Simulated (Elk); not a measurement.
Band structure of BaAlGeH (P3m1, 4 atoms in the cell).

```xyz
4
Lattice="4.4007 0.0000 0.0000 -2.2004 3.8111 0.0000 0.0000 0.0000 5.2721" Properties=species:S:1:pos:R:3 pbc="T T T"
Ba     0.0000     2.5408     0.5220
Al     0.0000     0.0000     3.3813
Ge     2.2004     1.2704     2.9141
H      0.0000     0.0000     5.1292
```

Computed with LDA (PW92), all-electron FP-LAPW, Elk's shipped species files, default APW+lo basis (Elk 10.2.4).

Settings: swidth = 0.000367493 Ha; ngridk = 5 5 3; maxscl = 100.

The starting cell comes from a database of computed structures (which also holds hypothetical and non-ambient phases and stackings), without a prior relaxation at this level. Its lattice was rescaled by a random factor within 2.5 % of one. Values depend on the basis (sphere radii, cutoffs, local orbitals), which need not be converged.

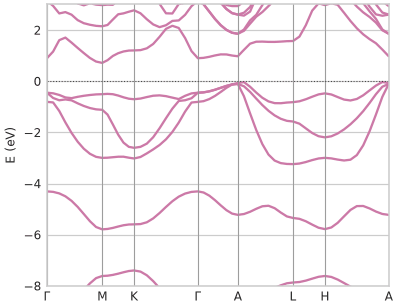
Figure: Bands along the path, energies from the Fermi level.

Levels in eV from the Fermi level, bands 19 to 26:
```tsv
point	19	20	21	22	23	24	25	26
Γ	-4.31	-0.81	-0.45	-0.45	0.90	3.15	3.15	4.20
M	-5.79	-3.00	-1.12	-0.51	0.72	2.15	2.98	3.34
K	-5.60	-3.02	-2.60	-0.70	1.20	2.77	3.79	5.41
A	-5.22	-0.11	-0.11	-0.07	0.98	1.85	1.85	2.60
L	-5.35	-3.24	-1.58	-0.82	1.57	3.37	3.96	5.11
H	-5.78	-3.00	-2.20	-0.48	2.98	3.46	4.49	4.65
```
